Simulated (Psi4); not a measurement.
# r2SCAN/cc-pwCVTZ (density fitting, sweep point 5) run of C2H5B (BH2(vinyl))

What is the vertical electron affinity of C2H5B (BH2(vinyl)) at r2SCAN/cc-pwCVTZ (density fitting, sweep point 5)? The job is set up through a Python script.

Program for the calculation: Psi4 1.11.

### 1 The system as given

C2H5B: 8 atoms, total charge 0, spin state singlet. SMILES: `[H]B([H])C=C`. Geometry: relaxed at GFN2-xTB.

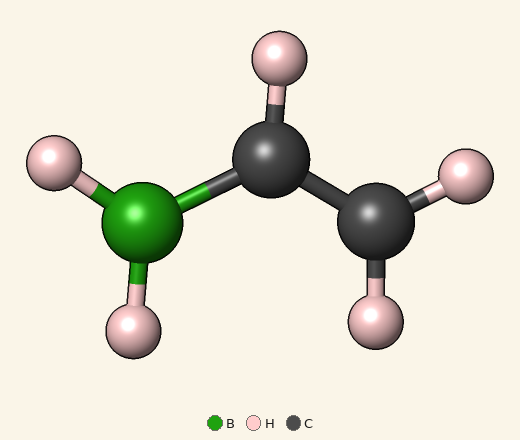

The structure, seen from a chosen angle (boron green, hydrogen pink, carbon dark grey).

### 2 A single-point energy at r2SCAN/cc-pwCVTZ (density fitting, sweep point 5)

The input, run.py:

```python
import psi4

psi4.set_memory(1600000000)
psi4.set_num_threads(1)
psi4.set_output_file('output.dat', False)

m = psi4.geometry("""
0 1
B      0.680050     1.043480    -0.404910
H      1.352050     1.364190    -1.305900
H      0.485750     1.790660     0.473180
C      0.051370    -0.365260    -0.363800
C     -0.714000    -0.804010     0.637680
H      0.229140    -1.057580    -1.181160
H     -0.937570    -0.177460     1.486850
H     -1.146770    -1.794020     0.658070
units angstrom
symmetry c1
""")

psi4.set_options(dict(basis='cc-pwCVTZ', puream=True, scf_type='df', dft_radial_points=99, dft_spherical_points=590))

e = psi4.energy("r2scan", molecule=m)
print(f'r2scan energy: {e:.10f} Eh')
```

Launch:

```
$ python run.py
```

output.dat:

```text
[...]
  Running in c1 symmetry.
[...]
  Nuclear repulsion =   58.129024850213071
[...]
  Multiplicity = 1
[...]
  Nalpha       = 11
  Nbeta        = 11
[...]
    Number of basis functions: 199
[...]
   @DF-RKS iter   1:  -103.66071846939440   -4.09391e-01   3.87144e-03 DIIS/ADIIS
[...]
   @DF-RKS iter   8:  -103.98437282298161   -2.77858e-07   9.82602e-07 DIIS
[...]
    Orbital Energies [Eh]
    ---------------------
    Doubly Occupied:
       1A    -10.059223     2A    -10.027614     3A     -6.617699
       4A     -0.741956     5A     -0.562784     6A     -0.471149
       7A     -0.426219     8A     -0.374382     9A     -0.303100
      10A     -0.295861    11A     -0.279280
[...]
  @DF-RKS Final Energy:  -103.98437282298161
   => Energetics <=
    Nuclear Repulsion Energy =             58.1290248502130709
    One-Electron Energy =                -252.9636388188745286
    Two-Electron Energy =                 107.5369841065321879
    DFT Exchange-Correlation Energy =     -16.6867429608523246
    Empirical Dispersion Energy =           0.0000000000000000
    VV10 Nonlocal Energy =                  0.0000000000000000
    Total Energy =                       -103.9843728229816122
[...]
 Multipole Moments:
 ------------------------------------------------------------------------------------
     Multipole            Electronic (a.u.)      Nuclear  (a.u.)        Total (a.u.)
 ------------------------------------------------------------------------------------
 L = 1.  Multiply by 2.5417464519 to convert [e a0] to [Debye]
 Dipole X            :          0.3508851           -0.6198884           -0.2690033
 Dipole Y            :          0.2411942           -0.6519094           -0.4107151
 Dipole Z            :         -0.4466720            0.6058702            0.1591981
 Magnitude           :                                                    0.5161334
[...]
```

Standard output:

```text
r2scan energy: -103.9843728230 Eh
```

It took 72 s on 1 thread of Intel Xeon Platinum 8488C (Sapphire Rapids), shared host; peak memory 1.3 GiB.

### 3 The doublet anion, same level

The input, c2h5b.py:

```python
import psi4

psi4.set_memory('1600 MB')
psi4.set_num_threads(1)
psi4.core.set_output_file('output.dat', False)

mol = psi4.geometry("""
-1 2
B      0.680050     1.043480    -0.404910
H      1.352050     1.364190    -1.305900
H      0.485750     1.790660     0.473180
C      0.051370    -0.365260    -0.363800
C     -0.714000    -0.804010     0.637680
H      0.229140    -1.057580    -1.181160
H     -0.937570    -0.177460     1.486850
H     -1.146770    -1.794020     0.658070
symmetry c1
""")

options = {'basis': 'cc-pwCVTZ', 'reference': 'uks', 'puream': True, 'scf_type': 'df', 'dft_radial_points': 99, 'dft_spherical_points': 590, 'maxiter': 150}
psi4.set_options(options)

e = psi4.energy('R2SCAN')
print(f'R2SCAN energy: {e:.10f} Eh')
```

Launch:

```
$ python c2h5b.py
```

output.dat:

```text
[...]
  Running in c1 symmetry.
[...]
  Nuclear repulsion =   58.129024850213071
[...]
  Multiplicity = 2
[...]
  Nalpha       = 12
  Nbeta        = 11
[...]
    Number of basis functions: 199
[...]
   @DF-UKS iter   1:  -103.40479194662502   -1.53465e-01   5.02025e-03 DIIS/ADIIS
[...]
   @DF-UKS iter  11:  -103.99340754128042   -8.20153e-08   3.62635e-07 DIIS
[...]
   @S^2 Observed:                7.722263771E-01
[...]
    Orbital Energies [Eh]
    ---------------------
    Alpha Occupied:
       1A     -9.810164     2A     -9.796175     3A     -6.343114
       4A     -0.510589     5A     -0.336565     6A     -0.243751
       7A     -0.199172     8A     -0.147976     9A     -0.067635
      10A     -0.063895    11A     -0.058656    12A      0.089712
    Alpha Virtual:
      13A      0.221192    14A      0.235292    15A      0.260038
      16A      0.289279    17A      0.310216    18A      0.348186
      19A      0.357081    20A      0.367171    21A      0.383603
      22A      0.402710    23A      0.453796    24A      0.498126
      25A      0.509579    26A      0.544566    27A      0.545769
[...]
  @DF-UKS Final Energy:  -103.99340754128042
   => Energetics <=
    Nuclear Repulsion Energy =             58.1290248502130709
    One-Electron Energy =                -258.1618979094553197
    Two-Electron Energy =                 112.9703745903348988
    DFT Exchange-Correlation Energy =     -16.9309090723730584
    Empirical Dispersion Energy =           0.0000000000000000
    VV10 Nonlocal Energy =                  0.0000000000000000
    Total Energy =                       -103.9934075412804191
[...]
 Multipole Moments:
 ------------------------------------------------------------------------------------
     Multipole            Electronic (a.u.)      Nuclear  (a.u.)        Total (a.u.)
 ------------------------------------------------------------------------------------
 L = 1.  Multiply by 2.5417464519 to convert [e a0] to [Debye]
 Dipole X            :         -0.0257959           -0.6198884           -0.6456843
 Dipole Y            :         -0.4819068           -0.6519094           -1.1338162
 Dipole Z            :         -0.3254673            0.6058702            0.2804028
 Magnitude           :                                                    1.3345685
[...]
```

The script printed:

```text
R2SCAN energy: -103.9934075413 Eh
```

Run time: 2.2 min. Hardware: 1 thread of Intel Xeon Platinum 8488C (Sapphire Rapids), shared host; peak memory 1.3 GiB.

### 4 What came out

At r2SCAN/cc-pwCVTZ (density fitting, sweep point 5):

```
                                         quantity          value
                      singlet C2H5B: total energy  -103.98437 Eh
                     singlet C2H5B: dipole moment         1.31 D
                       singlet C2H5B: HOMO energy       -7.60 eV
                       singlet C2H5B: LUMO energy       -2.80 eV
                     singlet C2H5B: HOMO–LUMO gap        4.80 eV
                      doublet anion: total energy  -103.99341 Eh
doublet anion: HOMO energy (highest over α and β)        2.44 eV
 doublet anion: LUMO energy (lowest over α and β)        4.35 eV
                              doublet anion: ⟨S²⟩          0.772
vertical electron affinity (to the doublet anion)       0.246 eV
```

**Reading.** At fixed nuclei the extra electron is bound by 0.25 eV (5.7 kcal/mol). The basis has no diffuse functions, so the error can be as large as this value. The HOMO (doublet anion) lies at positive energy, 2.44 eV, as semi-local functionals often give for anions; only total energies tell whether the electron is bound.
